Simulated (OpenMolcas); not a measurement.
Single-point calculation, with input and output: C2H2CuN2O2S2 (charge −2) (part 2 of 2)

C2H2CuN2O2S2, charge −2, multiplicity 2; NEVPT2/ANO-RCC-VDZ, DKH2 (OpenMolcas 26.06). The geometry comes from this level: GFN2-xTB.

Geometry of the input (Å):
```
Cu -0.0237  -0.1124  -0.0979
N  1.7327  -0.1060  -0.9600
C  2.8228  0.0102  -0.5290
S  4.3340  0.1620  -0.0823
O  -0.1530  1.7177  0.1294
H  0.4169  2.1476  -0.5140
N  -1.9388  -0.3677  -0.4097
C  -2.8846  0.0331  0.1675
S  -4.2371  0.4945  0.8472
O  0.2681  -1.6499  0.8793
H  -0.3372  -2.3291  0.5695
```

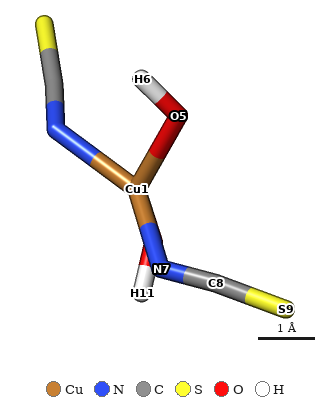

Figure 1. The structure (stick view, seen at a tilt; atoms are numbered from 1 in the order of the input). Sticks mark near contacts.

## Log, continued
```
      RASSCF algorithm: LK RI/DF
      Maximum number of macro iterations       200
      Maximum number of SX iterations          100
      Threshold for RASSCF energy            1.000E-08
      Threshold for max MO rotation          1.000E-01
      Threshold for max BLB element          1.000E-04
      Level shift parameter                  5.000E-01
      Make Quasi-Newton update
--

      The MO-coefficients are taken from the file:
      step2.RasOrb
      Title: RASSCF average (pseudo-natural) orbitals

      Total molecular charge   -2.00

      ************************************************************************************************************************
      *                                            Wave function control section                                             *
      ************************************************************************************************************************

                                         RASSCF iterations: Energy and convergence statistics
                                         ----------------------------------------------------

          iter iter root      energy       change     param      element    value   shift minimum  type update hh:mm:ss
 Nr of preliminary CI iterations:   1
      Total energies have been shifted. Add                -2000.00 au
        1   1   15    1  -786.06611609    0.00E+00  -4.16E-03   42 108 1 -2.40E-02*  0.31   0.00    SX    NO    0:00:00
        2   1   16    1  -786.06763810   -1.52E-03*  7.03E-03   50 103 1  7.28E-03*  0.32   0.00    SX    NO    0:00:00
        3   1   15    1  -786.06787099   -2.33E-04*  4.99E-03   51 106 1  5.01E-03*  0.31   0.00    SX    NO    0:00:00
        4   1   15    1  -786.06792387   -5.29E-05*  6.16E-03   25 110 1 -4.31E-03*  0.32   0.00    SX    NO    0:00:00
        5   1   15    1  -786.06793699   -1.31E-05* -6.62E-03   23 109 1  4.65E-03*  0.31   0.58    SX   YES    0:00:00
        6   1   15    1  -786.06794065   -3.65E-06* -8.77E-03   23 109 1 -4.73E-03*  0.32   0.52    SX   YES    0:00:00
        7   1   15    1  -786.06794000    6.43E-07*  7.61E-03   23 109 1  4.87E-03*  0.31   0.50    SX   YES    0:00:00
        8   1   14    1  -786.06796288   -2.29E-05* -3.06E-03   23 109 1 -2.09E-03*  0.31   0.69    QN   YES    0:00:00
        9   1   11    1  -786.06796986   -6.98E-06* -4.99E-04   48  62 1  1.96E-04*  0.31   1.07    QN   YES    0:00:00
       10   1   10    1  -786.06797050   -6.34E-07* -4.51E-04   23 109 1  2.50E-04*  0.31   1.22    QN   YES    0:00:00
       11   1   11    1  -786.06797104   -5.43E-07*  1.20E-04   25 110 1  1.44E-04*  0.31   1.19    QN   YES    0:00:00
       12   1    9    1  -786.06797116   -1.18E-07* -4.36E-05   42  65 1 -5.09E-05   0.31   1.28    QN   YES    0:00:00
       13   1    9    1  -786.06797119   -2.98E-08*  5.05E-05   23 109 1 -2.10E-05   0.31   1.19    QN   YES    0:00:00
       14   1    8    1  -786.06797119   -2.60E-09  -5.54E-05   50 103 1  1.08E-05   0.31   2.50    QN   YES    0:00:00
      Convergence after 14 iterations
       15   1    8    1  -786.06797119   -1.58E-09  -5.54E-05   47  54 1 -6.12E-06   0.31   2.50    QN   YES    0:00:00

      ************************************************************************************************************************
                                                      Wave function printout:
                       occupation of active orbitals, and spin coupling of open shells (u,d: Spin up or down)
      ************************************************************************************************************************

      Note: transformation to natural orbitals
      has been made, which may change the order of the CSFs.

      printout of CI-coefficients larger than  0.05 for root  1
      energy=   -2786.067971
      conf/sym  11111     Coeff  Weight
             1  2222u   1.00000 1.00000

      Natural orbitals and occupation numbers for root  1
      sym 1:   2.000000   2.000000   2.000000   2.000000   1.000000

      ************************************************************************************************************************
      *                                                    Final results                                                     *
      ************************************************************************************************************************

++    Final optimization conditions:
      ------------------------------

      Average CI energy                           -2786.06797119
      RASSCF energy for state  1                  -2786.06797119
      Super-CI energy                                -0.00000000
      RASSCF energy change                           -0.00000000
      Max change in MO coefficients               4.573E-05
      Max non-diagonal density matrix element    -5.539E-05
      Maximum BLB matrix element                 -6.116E-06
      (orbital pair  47,  54 in symmetry   1)
      Norm of electronic gradient            1.841E-05
--

      Final state energy(ies):
      ------------------------

::    RASSCF root number  1 Total energy:  -2786.06797119
      Von Neumann Entropy (Root   1) =  0.50000

      Mulliken population analysis for root number:  1
      -----------------------------------------------

++    Molecular charges:
      ------------------

      Mulliken charges per centre
      ---------------------------

                CU1     N2      C3      S4      O5      H6      N7      C8      S9      O10     H11
      Total   27.9817  7.5885  5.8994 16.3126  8.9977  0.7114  7.5980  5.8871 16.3135  8.9962  0.7137

      N-E      1.0183 -0.5885  0.1006 -0.3126 -0.9977  0.2886 -0.5980  0.1129 -0.3135 -0.9962  0.2863

      Total electronic charge=  107.000000

      Total            charge=   -2.000000
--

      Expectation values of various properties for root number:  1
      -----------------------------------------------------------

++    Molecular properties:
      ---------------------

      Charge (e):
                      =   -2.0000
      Dipole Moment (debye):
      Origin of the operator (angstrom)=   -0.0005    0.0409    0.0515
                   X= -4.2701E-01               Y= -1.3547E+00               Z= -4.3079E+00           Total=  4.5360E+00
      Center of Charge (angstrom)
                     X=    0.04432900               Y=    0.15124276               Z=    0.46131807
      Quadrupole Moment (debye*angstrom):
      Origin of the operator (angstrom)=   -0.0005    0.0409    0.0515
                  XX= -1.8308E+02              XY=  9.8549E+00              XZ=  8.6977E+00              YY= -9.7100E+01
                  YZ=  7.0851E-01              ZZ= -9.0538E+01
      In traceless form (debye*angstrom)
                  XX= -8.9259E+01              XY=  1.4782E+01              XZ=  1.3046E+01              YY=  3.9708E+01
                  YZ=  1.0628E+00              ZZ=  4.9551E+01
--

      Mulliken spin population analysis for root number:  1
      ---------------------------------------------------

++    Molecular charges:
      ------------------

      Mulliken spin population per centre
      ---------------------------

                CU1     N2      C3      S4      O5      H6      N7      C8      S9      O10     H11
      Total    0.9252  0.0078  0.0044  0.0017  0.0236 -0.0002  0.0078  0.0043  0.0017  0.0240 -0.0002

      Total electronic spin=    1.000000
--

      LoProp population analysis for root number:  1
      -----------------------------------------------

++    LoProp analysis:
      ----------------

++    Static properties:
      ------------------

      LoProp Charges per center

                   CU1      N2       C3       S4       O5       H6       N7       C8       S9       O10
      Nuclear     29.0000   7.0000   6.0000  16.0000   8.0000   1.0000   7.0000   6.0000  16.0000   8.0000
      Electronic -27.5402  -7.5055  -5.9094 -16.4666  -9.1096  -0.7393  -7.5128  -5.9019 -16.4655  -9.1087

      Total        1.4598  -0.5055   0.0906  -0.4666  -1.1096   0.2607  -0.5128   0.0981  -0.4655  -1.1087

                   H11
      Nuclear      1.0000
      Electronic  -0.7405

      Total        0.2595
--

      Natural Bond Order analysis for root number:  1

++    Natural Bond Order analysis
      ---------------------------
      Based on LoProp computed density
      -------------------------------------------------------------------------------------
      Atom A       Atom B       Bond Order
      -------------------------------------------------------------------------------------
      NBO located      1.017 non-bonded electrons on atom CU1
      NBO located      0.984 non-bonded electrons on atom CU1
      NBO located      0.992 non-bonded electrons on atom CU1
      NBO located      1.002 non-bonded electrons on atom CU1
      NBO located      0.994 non-bonded electrons on atom CU1
      NBO located      0.996 non-bonded electrons on atom CU1
      NBO located      0.998 non-bonded electrons on atom CU1
      NBO located      1.000 non-bonded electrons on atom CU1
      NBO located      1.000 non-bonded electrons on atom CU1
      NBO located      1.000 non-bonded electrons on atom CU1
      NBO located      1.000 non-bonded electrons on atom CU1
      NBO located      1.000 non-bonded electrons on atom CU1
      NBO located      0.998 non-bonded electrons on atom N2
      NBO located      0.998 non-bonded electrons on atom C3
      NBO located      0.940 non-bonded electrons on atom S4
      NBO located      0.974 non-bonded electrons on atom S4
      NBO located      0.992 non-bonded electrons on atom S4
      NBO located      0.998 non-bonded electrons on atom S4
      NBO located      1.000 non-bonded electrons on atom S4
      NBO located      1.000 non-bonded electrons on atom S4
      NBO located      1.000 non-bonded electrons on atom S4
      NBO located      0.999 non-bonded electrons on atom O5
      NBO located      0.959 non-bonded electrons on atom O5
      NBO located      0.998 non-bonded electrons on atom N7
      NBO located      0.998 non-bonded electrons on atom C8
      NBO located      0.978 non-bonded electrons on atom S9
      NBO located      0.992 non-bonded electrons on atom S9
      NBO located      0.999 non-bonded electrons on atom S9
      NBO located      1.000 non-bonded electrons on atom S9
      NBO located      1.000 non-bonded electrons on atom S9
      NBO located      1.000 non-bonded electrons on atom S9
      NBO located      0.999 non-bonded electrons on atom O10
      NBO located      0.974 non-bonded electrons on atom O10
      The remaining   22.990 electrons are to be considered as diffuse
--

--

      Average orbitals are written to the RASORB file
      Natural orbitals for root   1 are written to the RASORB.1 file
      Spin density orbitals for root   1 are written to the SPDORB.1 file

--- Stop Module: rasscf /rc=_RC_ALL_IS_WELL_ ---
--- Module rasscf spent 8 seconds ---

--- Start Module: caspt2 ---

                                              &CASPT2

                       available to each process: 1.9 GB of memory, 1 thread

++    Wave function specifications:
      -----------------------------

      Number of closed shell electrons          54
      Number of electrons in active shells       9
      Max number of holes in RAS1 space          0
      Max number of electrons in RAS3 space      0
      Number of inactive orbitals               27
      Number of active orbitals                  5
      Number of secondary orbitals              57
      Spin quantum number                      0.5
      State symmetry                             1
      Number of CSFs                             5
      Number of CASSCF root(s) available         1
      NEVPT2 state passed to geometry opt.       1
      A file JOBMIX will be created
      This is a CASSCF or RASSCF reference function
--

++    Orbital specifications:
      -----------------------

      Symmetry species                           1
                                                 a
      Frozen orbitals                           22
      Inactive orbitals                         27
      Active orbitals                            5
      Secondary orbitals                        57
      Deleted orbitals                           0
      Number of basis functions                111
--

++    NEVPT2 specifications:
      ----------------------

      Type of calculation                        SS-NEVPT2
      Internal contraction for energies          partially and strongly contracted
                                                 (PC-NEVPT2 and SC-NEVPT2)
      Denominator threshold for SC-NEVPT2        1.00E-09
      Fock operator                              state-specific
      0th-order Hamiltonian                      DYALL
      IPEA shift                                 0.00
      Real shift                                 0.00
      Imaginary shift                            0.00
      The input orbitals will be transformed to quasi-canonical
--

--------------------------------------------------------------------------------
 Estimated memory requirements:
  POLY3 :                   250530
  RHS:                     1531352
  SIGMA :                  1499668
  PRPCTL:                        0
 Available workspace:    232482787

++ NEVPT2 computation for group   1

********************************************************************************
 Multi-State initialization phase begins for group   1
--------------------------------------------------------------------------------
********************************************************************************
 Compute H0 matrices for state    1
--------------------------------------------------------------------------------
--------------------------------------------------------------------------------
 H0 matrices have been computed.

********************************************************************************
  NEVPT2 EQUATION SOLUTION
--------------------------------------------------------------------------------

  Total nr of NEVPT2 parameters:
   Before reduction:     1968795
   After  reduction:     1762722

 Variance of |WF0>:       4.8656055561
-----------------------------------------------------------------------------------------------------------------------------

  FINAL PC-NEVPT2 RESULT:

      Reference energy:       -2786.0679711942
      E2 (Non-variational):      -1.1515949745
      E2 (Variational):          -1.1515949745
      Total energy:           -2787.2195661688
      Residual norm:              0.0000000000
      Reference weight:           0.71146

      Contributions to the PC-NEVPT2 correlation energy
      Active & Virtual Only:         -0.1615830671
      One Inactive Excited:          -0.1606658724
      Two Inactive Excited:          -0.8293460351

  FINAL SC-NEVPT2 RESULT:

      Reference energy:       -2786.0679711942
      E2 (Non-variational):      -1.1515812190
      E2 (Variational):          -1.1515812190
      Total energy:           -2787.2195524132
      Residual norm:              0.0000000000
      Reference weight:           0.71147

      Contributions to the SC-NEVPT2 correlation energy
      Active & Virtual only:         -0.1615719543
      One Inactive Excited:          -0.1606630302
      Two Inactive Excited:          -0.8293462346

   (Skip denominator check etc. with SC-NEVPT2 wavefunction)

   (Skipping property calculation,
    use PROP keyword to activate)
--

  Total SC-NEVPT2 energies:
::    SC-NEVPT2 Root  1     Total energy:  -2787.21955241

  A NEW JOBIPH FILE NAMED 'JOBMIX' IS PREPARED.
********************************************************************************
--- Stop Module: caspt2 /rc=_RC_ALL_IS_WELL_ ---
--- Module caspt2 spent 1 second ---

.##################.
.# Happy landing! #.
.##################.

    Timing: Wall=15.59 User=14.55 System=1.03
```
